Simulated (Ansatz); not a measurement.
## BSiNH5ClO: geometry relaxation (part 2 of 2)

BSiNH5ClO, SMILES N[SiH](Cl)BO; RKS PBE-D4/def2-SVP (Ansatz 0.2.0). The geometry: force-field start.

**Trajectory as extended XYZ, continued**
```
10
Properties=species:S:1:pos:R:3:forces:R:3 step=9 energy=-24674.05441 accepted=F
N    -1.2605   -0.5190   -1.0838   -1.9962  -1.0553  -0.8143
Si   -0.3651   -0.7598    0.3684    0.0971  -0.3165   0.1128
Cl    1.1211   -2.3060    0.3218   -0.1557   0.0762  -0.0172
B     0.7446    0.8707    0.7500    0.0252   0.2759  -0.1106
O     1.3878    1.4330   -0.3152   -0.1292  -0.1613   0.1252
H    -0.8366   -0.0507   -1.8900    0.0021  -0.0724   0.0524
H    -2.1336   -1.0973   -1.3818    1.9769   1.1545   0.6873
H    -1.3399   -1.1990    1.4258    0.0011   0.0095  -0.0519
H     0.8445    1.3725    1.8634    0.0888  -0.0355   0.0118
H     1.9209    2.2044   -0.0558    0.0898   0.1249   0.0045
10
Properties=species:S:1:pos:R:3:forces:R:3 step=10 energy=-24674.11898
N    -1.2541   -0.5750   -1.1062   -0.1601   0.1241   0.0245
Si   -0.3659   -0.7639    0.3635   -0.0676   0.0005  -0.0018
Cl    1.1525   -2.2500    0.2832   -0.0020  -0.0867   0.0181
B     0.7112    0.8991    0.7607    0.0778  -0.0844  -0.1125
O     1.4077    1.3970   -0.3008    0.0866   0.2638   0.2082
H    -0.8451   -0.0974   -1.9106    0.0034  -0.0226  -0.0161
H    -2.1528   -1.0142   -1.3192    0.1792  -0.0729   0.0325
H    -1.3394   -1.2305    1.4081   -0.0249  -0.0007  -0.0273
H     0.8079    1.4199    1.8649    0.0116   0.0134   0.0035
H     1.9611    2.1637   -0.0409   -0.1040  -0.1347  -0.1293
10
Properties=species:S:1:pos:R:3:forces:R:3 step=11 energy=-24674.15149
N    -1.2738   -0.5175   -1.0877   -0.2486  -0.0185  -0.0691
Si   -0.3747   -0.7567    0.3678    0.0705  -0.0212  -0.0020
Cl    1.1000   -2.2948    0.3011   -0.0266  -0.0244  -0.0087
B     0.7320    0.8893    0.7580    0.0545   0.0472  -0.0352
O     1.3773    1.4380   -0.3102   -0.0389   0.0268   0.0915
H    -0.8332   -0.0914   -1.9054    0.0233  -0.0123  -0.0019
H    -2.0882   -1.0864   -1.3440    0.2111   0.0306   0.0361
H    -1.3548   -1.2119    1.4050   -0.0586   0.0051   0.0408
H     0.8695    1.3775    1.8747    0.0199  -0.0282  -0.0171
H     1.9289    2.2026   -0.0565   -0.0067  -0.0051  -0.0345
10
Properties=species:S:1:pos:R:3:forces:R:3 step=12 energy=-24674.16339
N    -1.2810   -0.4989   -1.0837    0.0122   0.0319   0.0293
Si   -0.3696   -0.7643    0.3656   -0.0596   0.1188   0.1310
Cl    1.0175   -2.3836    0.2978   -0.0474   0.0899   0.0076
B     0.7402    0.8970    0.7523    0.0533  -0.2303  -0.0361
O     1.3128    1.5039   -0.3228    0.0362   0.0650   0.0711
H    -0.8009   -0.0789   -1.8837   -0.0205  -0.0373  -0.0376
H    -2.0103   -1.1519   -1.3801    0.0349  -0.0121  -0.0447
H    -1.3594   -1.1398    1.4352    0.0340  -0.0496  -0.0432
H     0.9468    1.3144    1.8860    0.0117   0.0197  -0.0244
H     1.8870    2.2510   -0.0638   -0.0547   0.0040  -0.0529
10
Properties=species:S:1:pos:R:3:forces:R:3 step=13 energy=-24674.16899
N    -1.2799   -0.4737   -1.0831   -0.1263  -0.1744  -0.0933
Si   -0.3966   -0.7521    0.3857    0.0963   0.0370   0.0337
Cl    0.9604   -2.3953    0.3183   -0.0110   0.0207   0.0160
B     0.7868    0.8623    0.7591   -0.1648   0.1381  -0.1223
O     1.2628    1.5295   -0.3343   -0.0445  -0.0690   0.2247
H    -0.7584   -0.0776   -1.8725   -0.0217  -0.0239   0.0430
H    -1.9497   -1.1814   -1.4172    0.1576   0.1915   0.0753
H    -1.3958   -1.1271    1.4490    0.0439   0.0227  -0.0663
H     1.0450    1.2596    1.8925    0.0783  -0.0596  -0.0894
H     1.8084    2.3047   -0.0948   -0.0078  -0.0833  -0.0214
10
Properties=species:S:1:pos:R:3:forces:R:3 step=14 energy=-24674.17500
N    -1.2823   -0.4783   -1.0936   -0.1608  -0.1890  -0.1108
Si   -0.4230   -0.7288    0.3945   -0.0127   0.0228  -0.0440
Cl    0.9676   -2.3426    0.3489    0.0376   0.0097   0.0255
B     0.7546    0.8816    0.7659    0.2473  -0.0045   0.1221
O     1.2134    1.5518   -0.3299   -0.0464   0.1196   0.1390
H    -0.7525   -0.0884   -1.8804   -0.0017   0.0077   0.0580
H    -1.9332   -1.2001   -1.4350    0.1523   0.1848   0.1013
H    -1.4251   -1.1374    1.4376   -0.0029   0.0465  -0.0287
H     1.1462    1.2029    1.8942   -0.1352  -0.0433  -0.2236
H     1.8174    2.2880   -0.0995   -0.0774  -0.1542  -0.0388
10
Properties=species:S:1:pos:R:3:forces:R:3 step=15 energy=-24674.17849
N    -1.2790   -0.4765   -1.0954   -0.0448  -0.1332  -0.0570
Si   -0.4193   -0.7362    0.3898   -0.0189   0.0952   0.0233
Cl    0.9927   -2.3326    0.3771    0.0002  -0.0142  -0.0095
B     0.7613    0.8663    0.7636    0.0158   0.0802   0.2006
O     1.1703    1.5691   -0.3280    0.2047   0.0852   0.0414
H    -0.7513   -0.0820   -1.8803    0.0119   0.0171   0.0278
H    -1.9386   -1.1846   -1.4371    0.0520   0.0701   0.0436
H    -1.4311   -1.1285    1.4276   -0.0054  -0.0084  -0.0110
H     1.1540    1.1898    1.8893   -0.0369  -0.1112  -0.2069
H     1.8241    2.2642   -0.1040   -0.1786  -0.0808  -0.0524
10
Properties=species:S:1:pos:R:3:forces:R:3 step=16 energy=-24674.18211
N    -1.2768   -0.4806   -1.0959   -0.0041  -0.0547  -0.0285
Si   -0.4197   -0.7326    0.3916   -0.0201   0.0424  -0.0061
Cl    0.9855   -2.3357    0.3760    0.0044  -0.0104   0.0043
B     0.7658    0.8658    0.7637    0.0292   0.0414   0.0826
O     1.1811    1.5647   -0.3291    0.0734   0.0640   0.0727
H    -0.7497   -0.0836   -1.8797    0.0069   0.0098   0.0208
H    -1.9368   -1.1869   -1.4356    0.0144   0.0260   0.0201
H    -1.4347   -1.1232    1.4270    0.0018  -0.0008  -0.0017
H     1.1597    1.1806    1.8863   -0.0262  -0.0533  -0.1248
H     1.8087    2.2801   -0.1016   -0.0797  -0.0644  -0.0394
10
Properties=species:S:1:pos:R:3:forces:R:3 step=17 energy=-24674.18385
N    -1.2718   -0.4836   -1.0993    0.0217  -0.0116  -0.0075
Si   -0.4231   -0.7281    0.3937   -0.0225   0.0000  -0.0154
Cl    0.9763   -2.3374    0.3907    0.0063  -0.0040   0.0057
B     0.7707    0.8628    0.7635    0.0255   0.0259  -0.0216
O     1.1658    1.5768   -0.3281    0.0045   0.0201   0.0908
H    -0.7412   -0.0850   -1.8797    0.0013   0.0059   0.0139
H    -1.9303   -1.1891   -1.4402   -0.0077   0.0002   0.0039
H    -1.4430   -1.1145    1.4258    0.0004   0.0069   0.0033
H     1.1893    1.1532    1.8789   -0.0068  -0.0117  -0.0484
H     1.7904    2.2936   -0.1026   -0.0227  -0.0316  -0.0247
10
Properties=species:S:1:pos:R:3:forces:R:3 step=18 energy=-24674.18499
N    -1.2648   -0.4874   -1.1046    0.0347   0.0131   0.0166
Si   -0.4292   -0.7243    0.3962   -0.0121  -0.0166  -0.0186
Cl    0.9694   -2.3359    0.4137   -0.0009  -0.0003   0.0036
B     0.7756    0.8576    0.7623    0.0221   0.0320  -0.0792
O     1.1371    1.5969   -0.3250   -0.0296  -0.0266   0.1010
H    -0.7290   -0.0870   -1.8803   -0.0027   0.0029   0.0049
H    -1.9236   -1.1903   -1.4481   -0.0219  -0.0187  -0.0111
H    -1.4560   -1.1025    1.4243   -0.0019   0.0061   0.0048
H     1.2329    1.1158    1.8679    0.0024   0.0083  -0.0092
H     1.7706    2.3059   -0.1037    0.0099  -0.0002  -0.0129
10
Properties=species:S:1:pos:R:3:forces:R:3 step=19 energy=-24674.18542
N    -1.2601   -0.4910   -1.1082    0.0232   0.0101   0.0187
Si   -0.4320   -0.7231    0.3970   -0.0051  -0.0171  -0.0111
Cl    0.9630   -2.3384    0.4287   -0.0046   0.0049   0.0008
B     0.7788    0.8549    0.7605    0.0212   0.0381  -0.0844
O     1.1171    1.6134   -0.3210   -0.0278  -0.0489   0.0912
H    -0.7221   -0.0885   -1.8811   -0.0046   0.0003  -0.0016
H    -1.9198   -1.1922   -1.4535   -0.0119  -0.0110  -0.0103
H    -1.4632   -1.0940    1.4235   -0.0015   0.0055   0.0037
H     1.2612    1.0936    1.8594    0.0017   0.0071  -0.0001
H     1.7603    2.3142   -0.1026    0.0094   0.0111  -0.0070
10
Properties=species:S:1:pos:R:3:forces:R:3 step=20 energy=-24674.18553
N    -1.2570   -0.4929   -1.1099    0.0019  -0.0059   0.0097
Si   -0.4326   -0.7245    0.3970    0.0157  -0.0014  -0.0058
Cl    0.9583   -2.3429    0.4354   -0.0073  -0.0024   0.0003
B     0.7838    0.8504    0.7581   -0.0066   0.0582  -0.0609
O     1.1081    1.6213   -0.3185   -0.0148  -0.0515   0.0700
H    -0.7181   -0.0900   -1.8818   -0.0035  -0.0012  -0.0022
H    -1.9187   -1.1924   -1.4564    0.0022   0.0040  -0.0034
H    -1.4662   -1.0862    1.4246    0.0009   0.0001  -0.0003
H     1.2739    1.0838    1.8549    0.0067  -0.0054  -0.0028
H     1.7517    2.3221   -0.1006    0.0048   0.0055  -0.0046
10
Properties=species:S:1:pos:R:3:forces:R:3 step=21 energy=-24674.18559
N    -1.2542   -0.4954   -1.1115   -0.0148  -0.0151  -0.0052
Si   -0.4316   -0.7252    0.3962    0.0002   0.0051   0.0105
Cl    0.9510   -2.3500    0.4410   -0.0033   0.0071  -0.0013
B     0.7826    0.8522    0.7573    0.0331   0.0259  -0.0413
O     1.0994    1.6306   -0.3153   -0.0091  -0.0322   0.0432
H    -0.7161   -0.0911   -1.8831   -0.0022  -0.0016  -0.0028
H    -1.9165   -1.1946   -1.4587    0.0152   0.0159   0.0044
H    -1.4664   -1.0802    1.4251    0.0006  -0.0018  -0.0030
H     1.2867    1.0749    1.8504   -0.0106  -0.0026  -0.0027
H     1.7481    2.3275   -0.0988   -0.0091  -0.0007  -0.0019
10
Properties=species:S:1:pos:R:3:forces:R:3 step=22 energy=-24674.18567
N    -1.2554   -0.4942   -1.1104   -0.0031  -0.0055  -0.0010
Si   -0.4307   -0.7251    0.3961   -0.0008  -0.0027   0.0038
Cl    0.9525   -2.3493    0.4372    0.0000   0.0026  -0.0009
B     0.7834    0.8521    0.7575    0.0114   0.0244  -0.0311
O     1.1051    1.6255   -0.3167   -0.0056  -0.0233   0.0356
H    -0.7177   -0.0908   -1.8829   -0.0018  -0.0007  -0.0013
H    -1.9176   -1.1934   -1.4569    0.0054   0.0065   0.0010
H    -1.4645   -1.0830    1.4249   -0.0002   0.0013  -0.0006
H     1.2784    1.0812    1.8532   -0.0023  -0.0030  -0.0019
H     1.7496    2.3258   -0.0993   -0.0030   0.0004  -0.0037
10
Properties=species:S:1:pos:R:3:forces:R:3 step=23 energy=-24674.18569
N    -1.2556   -0.4939   -1.1101   -0.0010  -0.0033   0.0001
Si   -0.4305   -0.7254    0.3963    0.0006   0.0045   0.0001
Cl    0.9539   -2.3483    0.4356   -0.0009  -0.0011   0.0010
B     0.7833    0.8519    0.7574    0.0035   0.0090  -0.0137
O     1.1067    1.6234   -0.3169   -0.0020  -0.0068   0.0181
H    -0.7180   -0.0909   -1.8829   -0.0007  -0.0003   0.0000
H    -1.9180   -1.1929   -1.4564    0.0009   0.0021  -0.0005
H    -1.4645   -1.0826    1.4252    0.0008  -0.0024  -0.0004
H     1.2761    1.0823    1.8538   -0.0009  -0.0010  -0.0004
H     1.7495    2.3252   -0.0994   -0.0004  -0.0007  -0.0043
```

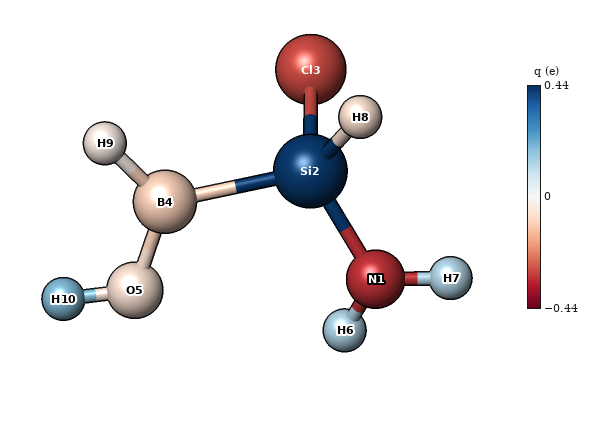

Fig. 1: Mulliken charges, as the colour of each atom (ball-and-stick view, seen at a tilt; atoms are numbered from 1 in the order of the input). By element: N −0.32, Si +0.42, Cl −0.29, B −0.10, O −0.07 and H −0.07 to +0.19 e.

The run was set up as follows.

**Input**
```yaml
crystal:
  periodic: [false, false, false]
  atoms:
    - {symbol: N, position_ang: [-1.224300, -0.856500, -1.123100]}
    - {symbol: Si, position_ang: [-0.262200, -0.829300, 0.338500]}
    - {symbol: Cl, position_ang: [1.337100, -2.109100, 0.038900]}
    - {symbol: B, position_ang: [0.467400, 0.975600, 0.702600]}
    - {symbol: O, position_ang: [1.216200, 1.652400, -0.298700]}
    - {symbol: H, position_ang: [-0.684200, -0.406800, -1.906400]}
    - {symbol: H, position_ang: [-2.015900, -0.124000, -0.962700]}
    - {symbol: H, position_ang: [-1.020200, -1.280200, 1.472700]}
    - {symbol: H, position_ang: [0.121800, 1.512100, 1.767200]}
    - {symbol: H, position_ang: [2.147400, 1.414600, -0.026300]}
basis:
  gaussian: {orbitals: def2-SVP}
hamiltonian: {xc: pbe, dispersion: d4}
relax: {f_tol: 0.03, max_steps: 200}
```

Launched with:
```bash
ansatz run in.yaml --threads 4 --pin off --events-out ev --progress --plain --max-ram 10444MiB
```

**Results in brief**

| quantity | value |
| --- | --- |
| outcome | converged |
| total energy | −24674.1857 eV |
| mean-field energy | −24673.9593 eV |
| dispersion energy | −0.2265 eV |
| SCF solution under orbital rotations | stable |
| largest force (length of the vector) at the end | 0.019 eV/Å |
| dipole moment | 2.84 D |
| hardware | 4 threads of Arm Neoverse V1, 23 GiB of memory available, shared host |
| wall time | 32 s (CPU time 1.9 min) |
| peak memory | 0.18 GiB |
